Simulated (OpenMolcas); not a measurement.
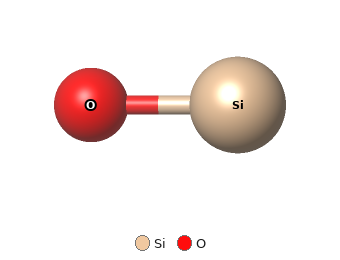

The molecule at the reference distance of 1.549 Å.

## Relativistic diatomic calculation for SiO⁺ (part 1 of 2)

System: SiO⁺.
Method: SA-CASSCF(7,7)/XMS-CASPT2 + RASSI spin-orbit (X2C scalar, AMFI), ANO-RCC-VTZP (OpenMolcas).

## Input file
```
&GATEWAY
Coord
2
angstrom
Si 0.0 0.0 0.0
O 0.0 0.0 1.5490
Basis=ANO-RCC-VTZP
Group=XY
RX2C
AMFI
ANGMom
0.0 0.0 0.0
RICD
&SEWARD
&GUESSORB
&RASSCF
FileOrb=$CurrDir/o21.orb
Symmetry=1
Spin=2
nActEl=7 0 0
Inactive=5 2
RAS2=3 4
CIRoot=5 5 1
Linear
Iterations=120 100
OrbListing=Nothing
PRWF=0.15
>>COPY $Project.RasOrb $CurrDir/o21.orb
>>COPY $Project.rasscf.h5 $CurrDir/r21.h5
&CASPT2
XMultistate=all
Imaginary=0.2
IPEA=0.25
MaxIter=40
>>COPY $Project.JobMix JOB001
&RASSCF
FileOrb=$CurrDir/o22.orb
Symmetry=2
Spin=2
nActEl=7 0 0
Inactive=5 2
RAS2=3 4
CIRoot=4 4 1
Linear
Iterations=120 100
OrbListing=Nothing
PRWF=0.15
>>COPY $Project.RasOrb $CurrDir/o22.orb
>>COPY $Project.rasscf.h5 $CurrDir/r22.h5
&CASPT2
XMultistate=all
Imaginary=0.2
IPEA=0.25
MaxIter=40
>>COPY $Project.JobMix JOB002
&RASSCF
FileOrb=$CurrDir/o41.orb
Symmetry=1
Spin=4
nActEl=7 0 0
Inactive=5 2
RAS2=3 4
CIRoot=4 4 1
Linear
Iterations=120 100
OrbListing=Nothing
PRWF=0.15
>>COPY $Project.RasOrb $CurrDir/o41.orb
>>COPY $Project.rasscf.h5 $CurrDir/r41.h5
&CASPT2
XMultistate=all
Imaginary=0.2
IPEA=0.25
MaxIter=40
>>COPY $Project.JobMix JOB003
&RASSCF
CIOnly
FileOrb=$CurrDir/ref.orb
Symmetry=2
Spin=4
nActEl=7 0 0
Inactive=5 2
RAS2=3 4
CIRoot=2 2 1
Linear
Iterations=120 100
OrbListing=Nothing
PRWF=0.15
>>COPY $Project.RasOrb $CurrDir/o42.orb
>>COPY $Project.rasscf.h5 $CurrDir/r42.h5
&CASPT2
XMultistate=all
Imaginary=0.2
IPEA=0.25
MaxIter=40
>>COPY $Project.JobMix JOB004
&RASSI
Nr of JobIphs=4 5 4 4 2
1 2 3 4 5
1 2 3 4
1 2 3 4
1 2
SpinOrbit
EJob
Omega
MEES
MESO
Properties=4
'AngMom' 3 'Mltpl  1' 1 'Mltpl  1' 2 'Mltpl  1' 3
Thrs=1.0d-4
>>COPY $Project.rassi.h5 $CurrDir/so.h5
```

The first orbital files come from an earlier step.

Run as:
```bash
pymolcas m.inp (one call a module block, same work directory)
```

## Log (extracts)
```
++    Wave function specifications:
      Number of closed shell electrons          14
      Number of electrons in active shells       7
      Number of inactive orbitals                7
      Number of active orbitals                  7
      Number of secondary orbitals              50
      Spin quantum number                      0.5
      State symmetry                             1
++    Orbital specifications:
      Symmetry species                           1   2
                                                 a   b
      Frozen orbitals                            0   0
      Inactive orbitals                          5   2
      Active orbitals                            3   4
      RAS2 orbitals                              3   4
      Secondary orbitals                        26  24
      Number of basis functions                 34  30
      printout of CI-coefficients larger than  0.15 for root  1
      energy=    -364.192268
      conf/sym  111 2222     Coeff  Weight
            85  02u 2200  -0.81564 0.66527
            89  02u 2d0u  -0.17984 0.03234
            91  02u 2u0d  -0.15570 0.02424
           112  0u2 2200   0.40170 0.16136
           153  02u d2u0   0.17984 0.03234
           224  02u u2d0   0.15570 0.02424
      printout of CI-coefficients larger than  0.15 for root  2
      energy=    -364.077096
      conf/sym  111 2222     Coeff  Weight
            85  02u 2200  -0.16465 0.02711
            89  02u 2d0u  -0.37456 0.14030
           112  0u2 2200  -0.77551 0.60141
           153  02u d2u0   0.37456 0.14030
      printout of CI-coefficients larger than  0.15 for root  3
      energy=    -364.014928
      conf/sym  111 2222     Coeff  Weight
            86  02u 2du0  -0.52292 0.27344
            87  02u 2ud0  -0.30827 0.09503
            89  02u 2d0u   0.28970 0.08393
            91  02u 2u0d   0.17078 0.02917
           153  02u d2u0   0.28970 0.08393
           155  02u d20u   0.52292 0.27344
           224  02u u2d0   0.17078 0.02917
           227  02u u20d   0.30827 0.09503
      printout of CI-coefficients larger than  0.15 for root  4
      energy=    -364.014928
      conf/sym  111 2222     Coeff  Weight
            86  02u 2du0  -0.28970 0.08393
            87  02u 2ud0  -0.17078 0.02917
            89  02u 2d0u  -0.52292 0.27344
            91  02u 2u0d  -0.30827 0.09503
           153  02u d2u0  -0.52292 0.27344
           155  02u d20u   0.28970 0.08393
           224  02u u2d0  -0.30827 0.09503
           227  02u u20d   0.17078 0.02917
      printout of CI-coefficients larger than  0.15 for root  5
      energy=    -364.013793
      conf/sym  111 2222     Coeff  Weight
            86  02u 2du0  -0.58129 0.33790
            87  02u 2ud0  -0.38157 0.14560
           155  02u d20u  -0.58129 0.33790
           227  02u u20d  -0.38157 0.14560
      Natural orbitals and occupation numbers for root  1
      sym 1:   0.017295   1.904604   1.048707
      sym 2:   1.931908   1.931908   0.082789   0.082789
      Natural orbitals and occupation numbers for root  2
      sym 1:   0.014210   1.277872   1.664399
      sym 2:   1.820723   1.820723   0.201037   0.201037
      Natural orbitals and occupation numbers for root  3
      sym 1:   0.015969   1.978005   1.001382
      sym 2:   1.497386   1.497387   0.504934   0.504935
      Natural orbitals and occupation numbers for root  4
      sym 1:   0.015969   1.978005   1.001382
      sym 2:   1.497387   1.497387   0.504935   0.504935
      Natural orbitals and occupation numbers for root  5
      sym 1:   0.016180   1.977638   1.002204
      sym 2:   1.497078   1.497077   0.504911   0.504910
      RASSCF energy for state  5                   -364.01379262
::    RASSCF root number  1 Total energy:   -364.19226771
::    RASSCF root number  2 Total energy:   -364.07709642
::    RASSCF root number  3 Total energy:   -364.01492753
::    RASSCF root number  4 Total energy:   -364.01492753
::    RASSCF root number  5 Total energy:   -364.01379262
      Von Neumann Entropy (Root   1) =  1.09170
++    Wave function specifications:
      Number of closed shell electrons           8
      Number of electrons in active shells       7
      Number of inactive orbitals                4
      Number of active orbitals                  7
      Number of secondary orbitals              50
      Spin quantum number                      0.5
      State symmetry                             1
      Number of CSFs                           392
      Number of CASSCF root(s) available         5
      CASPT2 state passed to geometry opt.       5
      A file JOBMIX will be created
      This is a MULTI-STATE CASSCF reference
      Number of CI roots used                    5
      These are:                                 1   2   3   4   5
      Off-diagonal elements of Heff are computed
  FINAL CASPT2 RESULT:
      Reference energy:        -364.1922677098
      E2 (Non-variational):      -0.2447309406
      Shift correction:          -0.0013069841
      E2 (Variational):          -0.2460379246
      Total energy:            -364.4383056344
      Reference weight:           0.93467
  FINAL CASPT2 RESULT:
      Reference energy:        -364.0770964201
      E2 (Non-variational):      -0.2377358066
      Shift correction:          -0.0015295034
      E2 (Variational):          -0.2392653100
      Total energy:            -364.3163617301
      Reference weight:           0.93617
  FINAL CASPT2 RESULT:
      Reference energy:        -364.0149275270
      E2 (Non-variational):      -0.2255733753
      Shift correction:          -0.0012889756
      E2 (Variational):          -0.2268623510
      Total energy:            -364.2417898780
      Reference weight:           0.94231
  FINAL CASPT2 RESULT:
      Reference energy:        -364.0149275270
      E2 (Non-variational):      -0.2254873125
      Shift correction:          -0.0012859204
      E2 (Variational):          -0.2267732329
      Total energy:            -364.2417007600
      Reference weight:           0.94237
  FINAL CASPT2 RESULT:
      Reference energy:        -364.0137926209
      E2 (Non-variational):      -0.2258036591
      Shift correction:          -0.0012031744
      E2 (Variational):          -0.2270068335
      Total energy:            -364.2407994544
      Reference weight:           0.94248
       Total XMS-CASPT2 energies:
::    XMS-CASPT2 Root  1     Total energy:   -364.43799517
::    XMS-CASPT2 Root  2     Total energy:   -364.31667220
::    XMS-CASPT2 Root  3     Total energy:   -364.24181759
::    XMS-CASPT2 Root  4     Total energy:   -364.24167305
::    XMS-CASPT2 Root  5     Total energy:   -364.24079944
++    Wave function specifications:
      Number of closed shell electrons          14
      Number of electrons in active shells       7
      Number of inactive orbitals                7
      Number of active orbitals                  7
      Number of secondary orbitals              50
      Spin quantum number                      0.5
      State symmetry                             2
      printout of CI-coefficients larger than  0.15 for root  1
      energy=    -364.191911
      conf/sym  111 2222     Coeff  Weight
            77  022 u200  -0.96274 0.92687
      printout of CI-coefficients larger than  0.15 for root  2
      energy=    -364.191911
      conf/sym  111 2222     Coeff  Weight
            20  022 2u00  -0.96274 0.92687
      printout of CI-coefficients larger than  0.15 for root  3
      energy=    -363.989728
      conf/sym  111 2222     Coeff  Weight
           177  020 22u0  -0.86195 0.74295
           201  002 22u0   0.29686 0.08813
           263  0uu 22d0  -0.29800 0.08880
      printout of CI-coefficients larger than  0.15 for root  4
      energy=    -363.989728
      conf/sym  111 2222     Coeff  Weight
           179  020 220u  -0.86195 0.74295
           203  002 220u   0.29686 0.08813
           266  0uu 220d  -0.29800 0.08880
      Natural orbitals and occupation numbers for root  1
      sym 1:   0.016108   1.984817   1.904947
      sym 2:   1.000405   1.987459   0.054836   0.051428
      Natural orbitals and occupation numbers for root  2
      sym 1:   0.016108   1.984817   1.904947
      sym 2:   1.987459   1.000405   0.051428   0.054836
      Natural orbitals and occupation numbers for root  3
      sym 1:   0.004745   1.681289   0.321386
      sym 2:   1.985745   1.945292   1.007741   0.053801
      Natural orbitals and occupation numbers for root  4
      sym 1:   0.004745   1.681289   0.321386
      sym 2:   1.945292   1.985745   0.053801   1.007741
      RASSCF energy for state  4                   -363.98972790
::    RASSCF root number  1 Total energy:   -364.19191123
::    RASSCF root number  2 Total energy:   -364.19191123
::    RASSCF root number  3 Total energy:   -363.98972790
::    RASSCF root number  4 Total energy:   -363.98972790
      Von Neumann Entropy (Root   1) =  0.92084
++    Wave function specifications:
      Number of closed shell electrons           8
      Number of electrons in active shells       7
      Number of inactive orbitals                4
      Number of active orbitals                  7
      Number of secondary orbitals              50
      Spin quantum number                      0.5
      State symmetry                             2
      Number of CSFs                           392
      Number of CASSCF root(s) available         4
      CASPT2 state passed to geometry opt.       4
      A file JOBMIX will be created
      This is a MULTI-STATE CASSCF reference
      Number of CI roots used                    4
      These are:                                 1   2   3   4
      Off-diagonal elements of Heff are computed
  FINAL CASPT2 RESULT:
      Reference energy:        -364.1919112275
      E2 (Non-variational):      -0.2303815916
      Shift correction:          -0.0009656037
      E2 (Variational):          -0.2313471953
      Total energy:            -364.4232584228
      Reference weight:           0.94232
  FINAL CASPT2 RESULT:
      Reference energy:        -364.1919112273
      E2 (Non-variational):      -0.2303815918
      Shift correction:          -0.0009656037
      E2 (Variational):          -0.2313471955
      Total energy:            -364.4232584228
      Reference weight:           0.94232
  FINAL CASPT2 RESULT:
      Reference energy:        -363.9897279023
      E2 (Non-variational):      -0.2500042212
      Shift correction:          -0.0026674164
      E2 (Variational):          -0.2526716376
      Total energy:            -364.2423995399
      Reference weight:           0.92564
  FINAL CASPT2 RESULT:
      Reference energy:        -363.9897279016
      E2 (Non-variational):      -0.2500042219
      Shift correction:          -0.0026674165
      E2 (Variational):          -0.2526716384
      Total energy:            -364.2423995400
      Reference weight:           0.92564
       Total XMS-CASPT2 energies:
::    XMS-CASPT2 Root  1     Total energy:   -364.42319924
::    XMS-CASPT2 Root  2     Total energy:   -364.42319924
::    XMS-CASPT2 Root  3     Total energy:   -364.24245873
::    XMS-CASPT2 Root  4     Total energy:   -364.24245873
++    Wave function specifications:
      Number of closed shell electrons          14
      Number of electrons in active shells       7
      Number of inactive orbitals                7
      Number of active orbitals                  7
      Number of secondary orbitals              50
      Spin quantum number                      1.5
      State symmetry                             1
      printout of CI-coefficients larger than  0.15 for root  1
      energy=    -364.058618
      conf/sym  111 2222     Coeff  Weight
            32  02u 2u0u   0.69440 0.48220
            96  02u u2u0  -0.69440 0.48220
      printout of CI-coefficients larger than  0.15 for root  2
      energy=    -364.039902
      conf/sym  111 2222     Coeff  Weight
            31  02u 2uu0   0.69979 0.48970
            98  02u u20u  -0.69979 0.48970
      printout of CI-coefficients larger than  0.15 for root  3
      energy=    -364.039902
      conf/sym  111 2222     Coeff  Weight
            32  02u 2u0u   0.69979 0.48970
            96  02u u2u0   0.69979 0.48970
      printout of CI-coefficients larger than  0.15 for root  4
      energy=    -364.027979
      conf/sym  111 2222     Coeff  Weight
            31  02u 2uu0   0.69843 0.48780
            98  02u u20u   0.69843 0.48780
      Natural orbitals and occupation numbers for root  1
      sym 1:   0.020929   1.972900   1.003540
      sym 2:   1.488439   1.488439   0.512876   0.512876
      Natural orbitals and occupation numbers for root  2
      sym 1:   0.019214   1.975783   1.001837
      sym 2:   1.494448   1.494448   0.507135   0.507135
      Natural orbitals and occupation numbers for root  3
      sym 1:   0.019214   1.975783   1.001837
      sym 2:   1.494448   1.494448   0.507135   0.507135
      Natural orbitals and occupation numbers for root  4
      sym 1:   0.018886   1.973352   0.998087
      sym 2:   1.497547   1.497547   0.507290   0.507290
      RASSCF energy for state  4                   -364.02797898
::    RASSCF root number  1 Total energy:   -364.05861793
::    RASSCF root number  2 Total energy:   -364.03990201
::    RASSCF root number  3 Total energy:   -364.03990201
::    RASSCF root number  4 Total energy:   -364.02797898
      Von Neumann Entropy (Root   1) =  2.22878
++    Wave function specifications:
      Number of closed shell electrons           8
      Number of electrons in active shells       7
      Number of inactive orbitals                4
      Number of active orbitals                  7
      Number of secondary orbitals              50
      Spin quantum number                      1.5
      State symmetry                             1
      Number of CSFs                           200
      Number of CASSCF root(s) available         4
      CASPT2 state passed to geometry opt.       4
      A file JOBMIX will be created
      This is a MULTI-STATE CASSCF reference
      Number of CI roots used                    4
      These are:                                 1   2   3   4
      Off-diagonal elements of Heff are computed
  FINAL CASPT2 RESULT:
      Reference energy:        -364.0586179259
      E2 (Non-variational):      -0.2194377782
      Shift correction:          -0.0010049542
      E2 (Variational):          -0.2204427324
      Total energy:            -364.2790606583
      Reference weight:           0.94403
  FINAL CASPT2 RESULT:
      Reference energy:        -364.0399020116
      E2 (Non-variational):      -0.2210029705
      Shift correction:          -0.0010076273
      E2 (Variational):          -0.2220105978
      Total energy:            -364.2619126094
      Reference weight:           0.94439
  FINAL CASPT2 RESULT:
      Reference energy:        -364.0399020116
      E2 (Non-variational):      -0.2209547992
      Shift correction:          -0.0010037345
      E2 (Variational):          -0.2219585337
      Total energy:            -364.2618605453
      Reference weight:           0.94447
  FINAL CASPT2 RESULT:
      Reference energy:        -364.0279789837
      E2 (Non-variational):      -0.2210992909
      Shift correction:          -0.0010548776
      E2 (Variational):          -0.2221541685
      Total energy:            -364.2501331522
      Reference weight:           0.94465
       Total XMS-CASPT2 energies:
::    XMS-CASPT2 Root  1     Total energy:   -364.27906066
::    XMS-CASPT2 Root  2     Total energy:   -364.26191809
::    XMS-CASPT2 Root  3     Total energy:   -364.26185507
::    XMS-CASPT2 Root  4     Total energy:   -364.25013315
++    Wave function specifications:
      Number of closed shell electrons          14
      Number of electrons in active shells       7
      Number of inactive orbitals                7
      Number of active orbitals                  7
      Number of secondary orbitals  SPIN-FREE ENERGIES:
  (Shifted by EMIN (a.u.) =       -364.4379951746)
 SF State       Relative EMIN(au)   Rel lowest level(eV)    D:o, cm**(-1)      Abs_M
     1             0.0000000000        0.0000000000              0.0000         0.0
     6             0.0147959370        0.4026179556           3247.3328         1.0
     7             0.0147959370        0.4026179556           3247.3328         1.0
     2             0.1213229736        3.3013662949          26627.3149         0.0
    10             0.1589345151        4.3248284794          34882.0941         0.0
    11             0.1760770853        4.7913015773          38644.4534         2.0
    12             0.1761401092        4.7930165455          38658.2855         2.0
    13             0.1878620236        5.1119860854          41230.9484         0.0
     9             0.1955364494        5.3208178500          42915.2902         1.0
     8             0.1955364494        5.3208178500          42915.2902         1.0
     3             0.1961775829        5.3382639817          43056.0027         2.0
     4             0.1963221283        5.3421972621          43087.7267         2.0
     5             0.1971957313        5.3659692109          43279.4604         0.0
    14             0.2565103259        6.9800015535          56297.5092         1.0
    15             0.2565103259        6.9800015535          56297.5092         1.0
```

(Continued in part 2.) Outcome of the run: converged; components of a degenerate state are split by 32 cm⁻¹.
